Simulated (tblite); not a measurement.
**Molecular dynamics of C₄H₆OSSi (part 2 of 2)**

Continued. System: C₄H₆OSSi. Method: GFN2-xTB Langevin dynamics, gas phase (tblite 0.8.0). 

Geometry of the input (Å):
```
O  -0.1971  -1.9767  0.5828
C  -0.5564  -0.8698  0.2477
C  -2.0308  -0.4891  0.1159
S  -2.1062  1.2392  -0.4020
C  -0.3824  1.3576  -0.4161
C  0.3017  0.2513  -0.0769
Si 2.1663  0.0077  0.0189
H  -2.5467  -0.6068  1.0687
H  -2.5258  -1.1144  -0.6268
H  0.0369  2.3069  -0.6945
H  2.7738  1.2865  -0.3582
H  2.5389  -1.0438  -0.9237
H  2.5103  -0.3467  1.3934
```

Trajectory as extended XYZ, continued
```
13
Properties=species:S:1:pos:R:3:forces:R:3 step=4550 time_fs=6825.0 energy=-560.94920 temperature=422.9
O    -0.3499    3.6658   -1.4746   -0.7610  -0.0710   2.3320
C    -0.5082    3.8538   -0.2485    2.0230   1.6230  -3.1620
C    -1.1045    2.9352    0.7201   -0.4660  -0.3230  -0.4090
S    -1.2062    3.6369    2.3244    1.2500   1.3370   0.9310
C    -0.1312    4.9413    1.7883   -0.0190  -0.1370  -0.8510
C     0.1064    4.9770    0.4460   -0.1890  -0.7090   1.6470
Si    1.3161    6.2280   -0.2011   -0.7870   1.7340   0.0220
H    -0.4983    2.0624    0.6382    0.2800  -1.0110   0.4210
H    -2.1009    2.7400    0.4567   -1.4530  -0.7640  -0.6510
H     0.3717    5.6931    2.3786   -0.6290  -0.4260   0.6050
H     1.7164    7.2877    0.7933    0.1430  -0.8460  -0.0280
H     0.4135    7.1066   -0.9378   -0.0810   0.0270  -0.5230
H     2.3701    5.6887   -0.9750    0.6900  -0.4340  -0.3340
13
Properties=species:S:1:pos:R:3:forces:R:3 step=4900 time_fs=7350.0 energy=-560.91381 temperature=379.2
O     0.3774    2.0754   -0.4994   -0.0900  -0.1300   1.3620
C    -0.0109    2.2476    0.6461   -0.0030  -0.1710  -0.4140
C     0.1419    1.2552    1.8229   -2.3440  -0.8320  -0.7860
S    -0.9199    1.9350    3.2105    0.8470  -0.0120  -1.0290
C    -1.1444    3.4728    2.3462   -0.2280  -1.9230   1.3360
C    -0.7542    3.4292    1.0757    0.6790   0.4110   0.5810
Si   -0.6145    4.9163    0.0192   -1.6510   0.7040  -2.6870
H     1.1198    1.0816    2.1956    0.7850   0.0870   0.1650
H    -0.2895    0.2388    1.4759    0.5510   1.4420   0.6060
H    -1.6679    4.1345    3.0105    0.0210   0.4870  -0.5940
H    -1.4554    6.1056    0.1081   -0.1860   0.0790   0.8960
H    -1.2590    4.4924   -1.2837    0.4680  -0.1630   0.4300
H     0.6392    5.4861   -0.3084    1.1510   0.0200   0.1330
13
Properties=species:S:1:pos:R:3:forces:R:3 step=5250 time_fs=7875.0 energy=-561.00114 temperature=483.8
O     0.4591    3.3342    0.8392    1.5870  -0.6200  -0.0960
C    -0.4164    2.9926    1.5753   -2.7390   0.6940   1.1720
C    -0.4817    1.9065    2.6947    0.0860  -0.8760  -0.5020
S    -2.2008    1.8605    3.4573    1.1340   1.4390  -1.9590
C    -2.7105    3.1485    2.2621    2.0930  -0.2100   0.5410
C    -1.7446    3.6878    1.4676   -0.5340  -0.8530   0.2860
Si   -1.8858    4.9539   -0.0612   -0.5210  -1.9800   0.5320
H     0.2921    1.8811    3.4869   -0.4790   0.5890  -0.4440
H    -0.3599    0.9193    2.1855   -0.1800   0.5670   0.1650
H    -3.6824    3.4772    2.4861   -0.8460   0.3180  -0.2630
H    -0.6089    5.4176   -0.5515    0.1080   0.0410   0.0600
H    -2.8320    5.9902    0.2559   -0.1750   0.4280   0.2700
H    -2.6221    4.0337   -1.0150    0.4660   0.4630   0.2380
13
Properties=species:S:1:pos:R:3:forces:R:3 step=5600 time_fs=8400.0 energy=-561.03905 temperature=239.5
O    -0.9660    4.6948    2.5657    0.0290   0.7410  -0.1950
C    -1.8552    3.9455    2.2745   -1.6510  -0.0970  -0.9680
C    -2.1062    2.7068    3.0880    0.6770  -0.6330   0.8500
S    -3.2857    1.5244    2.4252    0.3850   1.7570  -1.8070
C    -3.4182    2.6999    1.0477   -1.0340  -0.7770   0.3290
C    -2.7572    3.8664    1.0935    0.4190   0.1150   0.2430
Si   -2.9313    5.2062   -0.2439    0.0430   0.7220  -0.4740
H    -2.3875    2.7926    4.1301    0.3650   0.4690   0.2350
H    -1.0668    2.4042    2.9714    0.0910  -1.2630   0.6270
H    -4.1586    2.4473    0.2869    0.4260  -0.0080   0.3170
H    -1.6253    5.3540   -0.9450   -0.3480  -0.1350   0.2740
H    -3.3202    6.5676    0.2811    0.1920  -0.7840  -0.0040
H    -3.9667    4.8826   -1.2869    0.4050  -0.1070   0.5740
13
Properties=species:S:1:pos:R:3:forces:R:3 step=5950 time_fs=8925.0 energy=-561.04470 temperature=359.5
O    -0.9139    5.5055    1.8396   -0.7080  -1.5180  -0.5870
C    -1.4395    4.3987    1.7217    0.0480   1.6210   0.9420
C    -1.0847    3.3077    2.7699   -0.7350   0.2870   0.2700
S    -1.9870    1.8226    2.2733   -0.0060   0.9110  -0.3990
C    -2.8587    2.7553    1.0127    2.4110   0.2150   2.3270
C    -2.5609    4.0151    0.7931    1.6950   1.2830   0.9800
Si   -3.2231    5.3572   -0.3947    1.0760   0.4840   0.4970
H    -1.4264    3.5982    3.8029   -0.0310  -0.0120  -0.9950
H    -0.0228    3.1429    2.8999    0.2110  -0.1060  -0.4410
H    -3.4745    2.1039    0.6141   -3.1220  -2.3340  -2.2370
H    -3.2839    4.6972   -1.7081    0.0000   0.1920   0.1010
H    -2.1840    6.4710   -0.1764   -0.7930  -0.8270  -0.4490
H    -4.5125    5.8990    0.0395   -0.0480  -0.1960  -0.0090
13
Properties=species:S:1:pos:R:3:forces:R:3 step=6300 time_fs=9450.0 energy=-561.03052 temperature=437.4
O    -1.9179    5.5252    2.1150    0.1230  -1.1780  -0.6220
C    -1.8236    4.4828    1.4877    1.5690   0.0350   1.2860
C    -1.3077    3.1089    2.2011   -2.4210   1.0070  -0.8260
S    -2.0297    1.8256    1.0534    0.3480   1.1550   0.0730
C    -2.3574    3.0460   -0.1948   -0.5020  -2.2150  -0.8900
C    -2.1309    4.3090    0.0744    0.4960   0.3720   1.8500
Si   -2.3751    5.9305   -0.7503   -1.0570   1.8830  -0.4000
H    -1.8293    3.1299    3.1813    0.3160  -0.4050  -0.5590
H    -0.2569    2.9221    2.3458    0.1680   0.3040  -0.2710
H    -2.7774    2.6839   -1.1430    0.3980  -0.0310   0.5970
H    -2.3613    5.7614   -2.2554   -0.0140   0.0560   0.8410
H    -1.3708    6.9725   -0.2776   -0.5610  -0.7960  -0.3780
H    -3.7834    6.3197   -0.1616    1.1370  -0.1870  -0.7020
13
Properties=species:S:1:pos:R:3:forces:R:3 step=6650 time_fs=9975.0 energy=-561.15274 temperature=426.9
O    -1.7415    5.7434    2.2306   -0.1420   0.4050   1.6150
C    -1.9216    4.9462    1.3590    0.0750  -0.3960  -0.7750
C    -2.1454    3.4456    1.5054   -0.8920  -0.1410   0.6010
S    -2.4599    2.7823   -0.1383    0.2730   0.3040  -0.2620
C    -2.0174    4.3294   -0.8619   -1.2630  -2.1240  -2.8470
C    -1.8106    5.3140   -0.0307   -0.1630   1.0160   0.0810
Si   -1.8864    7.1581   -0.3685    2.2940  -0.5520  -0.0350
H    -2.9221    3.0794    2.2363    0.7180   0.6240  -0.7160
H    -1.1854    3.0748    1.8038    0.5660  -0.4430   0.3830
H    -2.1439    4.3225   -1.9987    0.4670   0.1940   1.8180
H    -1.3246    7.5300   -1.6476    0.0950  -0.0610  -0.4720
H    -0.9210    7.5939    0.6044    0.0460   0.5340   0.3910
H    -3.2328    7.4536   -0.3748   -2.0740   0.6390   0.2180
13
Properties=species:S:1:pos:R:3:forces:R:3 step=7000 time_fs=10500.0 energy=-561.01914 temperature=489.5
O    -2.2783    5.3263    2.3135    0.6510  -1.8790  -3.6940
C    -2.1916    4.5996    1.2559   -1.4070   2.9850   2.9100
C    -2.1995    3.1112    1.4404   -0.1930   0.5540  -1.4670
S    -2.5060    2.4410   -0.2172    0.4210  -0.2230  -0.4120
C    -2.4803    4.0124   -0.9881   -0.9400  -0.4830   0.3010
C    -2.3998    5.0503   -0.1429    0.5680  -0.5340   1.4510
Si   -2.5983    6.8344   -0.6913    0.8030  -0.3340   0.0160
H    -2.9704    2.7990    2.0974   -1.0850  -0.1280   0.4770
H    -1.3193    2.7724    1.9147    1.3100  -0.4610   0.0350
H    -2.8131    4.1006   -2.0220    0.4720  -0.2960   0.4140
H    -1.4547    7.4573    0.0476   -0.7900   0.1500  -0.3420
H    -4.0338    7.0815   -0.7336   -0.0820   0.3760   0.4590
H    -2.3299    6.6747   -2.1244    0.2710   0.2750  -0.1480
13
Properties=species:S:1:pos:R:3:forces:R:3 step=7350 time_fs=11025.0 energy=-560.80885 temperature=503.0
O    -3.1595    6.0289    1.5942    0.6240  -1.0800   0.1420
C    -2.6546    5.2314    0.8205   -0.4650  -0.3040   0.5140
C    -2.2317    3.7026    1.1159    1.3630   3.3180   1.6420
S    -1.8910    2.8759   -0.3699   -0.3810  -0.2820  -0.7180
C    -2.0983    4.3618   -1.2275   -0.2740  -0.5100   0.3880
C    -2.4754    5.4621   -0.5576    0.2250   0.2160  -1.2260
Si   -2.7012    7.0990   -1.4951    0.4360  -0.1540  -0.1320
H    -2.9310    3.4244    1.8539   -0.6940  -1.2440   0.4240
H    -1.2207    3.8226    1.6031   -0.8380  -0.1490   0.0130
H    -2.0479    4.2537   -2.2636    0.2940   0.0930  -1.2540
H    -1.1499    7.5463   -1.4232   -1.7160   0.0000  -0.1570
H    -3.9537    7.8643   -1.0974    1.0730  -0.2880   0.0350
H    -3.0858    6.5716   -2.8514    0.3520   0.3850   0.3270
13
Properties=species:S:1:pos:R:3:forces:R:3 step=7700 time_fs=11550.0 energy=-561.15051 temperature=789.4
O    -4.8909    5.1616   -0.7707   -1.3280   0.7200  -0.2680
C    -3.8222    4.6427   -0.9169   -0.0670   0.0230   0.6840
C    -3.3629    3.6232    0.1089   -0.7520  -0.2400  -0.2150
S    -1.6801    3.2014   -0.2971    0.6070  -0.4610   0.0980
C    -1.6943    4.1970   -1.7182    0.4890  -0.7380  -0.0070
C    -2.8270    4.8874   -1.8816    0.8300   1.0080  -1.7490
Si   -2.8255    6.0338   -3.3851   -2.6790   0.6280  -0.4970
H    -4.0549    2.7567    0.0209    0.6370   0.2670   0.2360
H    -3.5443    4.1297    1.0579    0.4760  -0.4400   0.2550
H    -0.8914    4.1681   -2.4683   -0.2670  -0.0360   0.9450
H    -4.0345    7.0833   -3.3365    1.3800  -1.0050   0.1770
H    -3.1921    5.1675   -4.5271    0.0850  -0.0010   0.1190
H    -1.5832    6.6406   -3.7573    0.5890   0.2750   0.2210
13
Properties=species:S:1:pos:R:3:forces:R:3 step=8050 time_fs=12075.0 energy=-561.22026 temperature=460.5
O    -5.2304    5.5098   -1.3559   -1.7390   0.0450   0.3190
C    -4.0453    5.3643   -1.3132    0.5280  -0.1570   0.4100
C    -3.2549    5.1511   -0.0302   -0.9070  -1.9840  -0.3510
S    -1.5737    4.8455   -0.4476    0.9730   0.5850  -0.5590
C    -1.8751    5.3058   -2.0983    1.2390   0.5290  -0.8540
C    -3.1870    5.5003   -2.4186    2.6710  -0.2940   0.1010
Si   -3.8508    6.0065   -4.0424   -0.1190   0.3090  -1.4600
H    -3.5682    4.2188    0.4626   -0.3930   0.4480   0.2020
H    -3.4564    6.0064    0.5426    0.1680   0.9800   1.1550
H    -0.9121    5.5032   -2.7276   -2.1090  -0.6280   1.0050
H    -2.6901    6.7009   -4.6440   -0.2400   0.0670  -0.0470
H    -4.9767    6.9202   -3.7917    0.1540  -0.2870  -0.2070
H    -4.0340    4.7799   -4.8713   -0.2250   0.3880   0.2870
13
Properties=species:S:1:pos:R:3:forces:R:3 step=8400 time_fs=12600.0 energy=-561.11469 temperature=283.9
O    -4.2208    4.7300   -1.0580    1.8610   0.5970   0.3090
C    -3.1464    5.3146   -0.8434   -2.3320   0.0880  -0.5400
C    -2.2802    5.0822    0.3369    2.4640   0.5280  -1.1210
S    -1.1127    6.5258    0.3290    0.5890  -0.2030   0.7540
C    -1.6254    7.1215   -1.1873   -0.9810  -0.7760   0.2030
C    -2.6982    6.4497   -1.6602    0.4220  -0.5020   0.3300
Si   -3.3460    6.3251   -3.3774   -0.9390   0.2550  -1.6540
H    -1.6073    4.2075    0.2888   -0.4190   0.1210  -0.3200
H    -2.6841    5.0905    1.2874   -1.3440  -0.0600   1.6770
H    -1.1391    7.9731   -1.6015    0.1100   0.1900  -0.1080
H    -3.3555    4.8522   -3.5497    0.1810   0.3680  -0.3060
H    -2.3295    7.1100   -4.2236   -0.7540  -0.5490   0.4660
H    -4.8053    6.7394   -3.6408    1.1430  -0.0570   0.3100
```

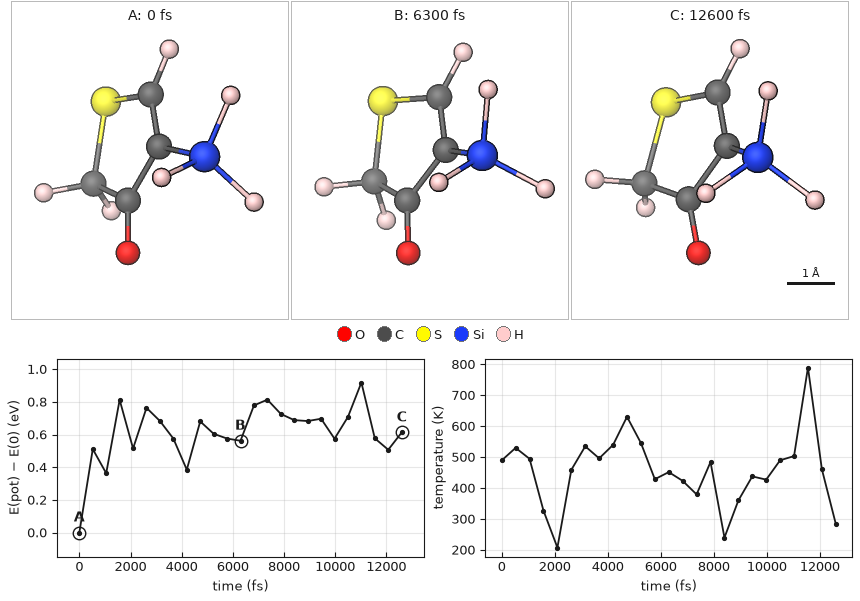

Fig. 1: Frames of the molecular dynamics (ball-and-stick, seen at a tilt) above the curves, on which the letters mark them. The trajectory kept here has 25 frames over 12600 fs. The temperature starts at 489 K, ranges from 207 to 789 K and averages 441 K over the second half. The potential energy ends 0.612 eV above its first value. After an unweighted best fit of the last frame on the first, the root-mean-square displacement is 1.25 Å, and H11 has moved furthest (2.68 Å).

Key numbers

| quantity | value |
| --- | --- |
| outcome | finished |
| mean temperature over the second half | 441 K |
| trajectory | 25 frames kept, 12600 fs |
| wall time | 80 s |
| peak memory | 0.35 GiB |
